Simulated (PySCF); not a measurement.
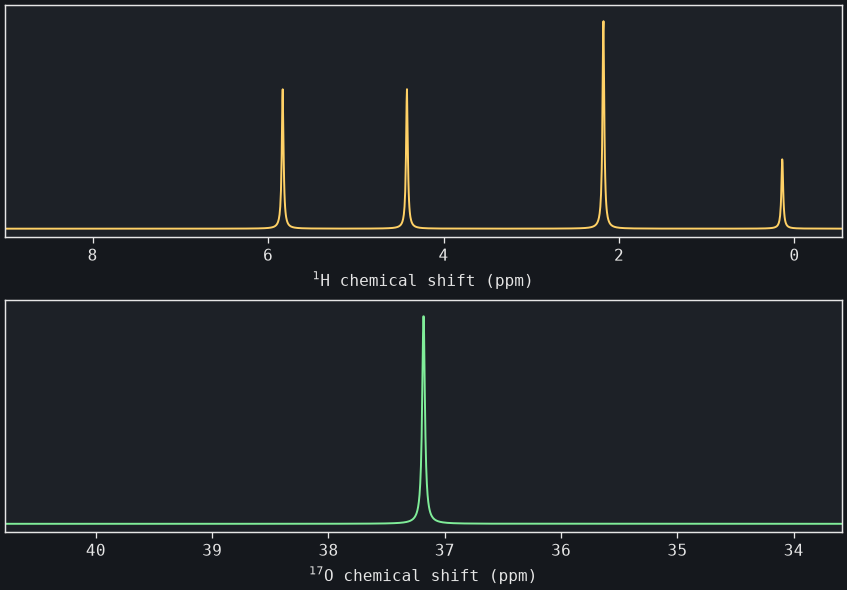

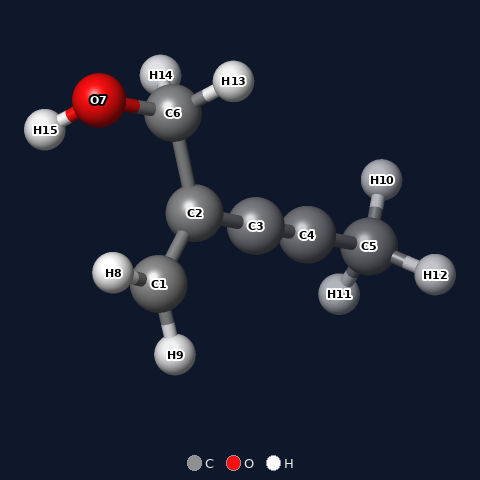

Spectrum and numbered structure of C₆H₈O, SMILES C=C(C#CC)CO. GIAO shifts, PBE0/pcSseg-1 with PySCF, at a GFN2-xTB geometry (no frequency check), against TMS for ¹H and H₂O for ¹⁷O computed at the same level (¹⁷O: a single water molecule, while the usual scale starts at liquid water and gives values some tens of ppm lower). Gas phase, fully decoupled, line heights follow the number of nuclei, widths are arbitrary (no quadrupolar broadening); values of one conformer, averaged over methyl-type rotors and exact or near symmetry; other conformers aren't averaged in. Protons on N, O or S are those of the isolated molecule, without hydrogen bonds to neighbours or exchange.

Q: Which ¹H nuclei are the least shielded, and which the most?

A: Least shielded: H8 and H9 at 5.83 ppm. Most shielded: H15 at 0.14 ppm.

Q: Where does the ¹⁷O line lie?

A: At 37.2 ppm (O7).

Known limits of this run: the tight-binding geometry is rougher than a DFT one and adds to the error.
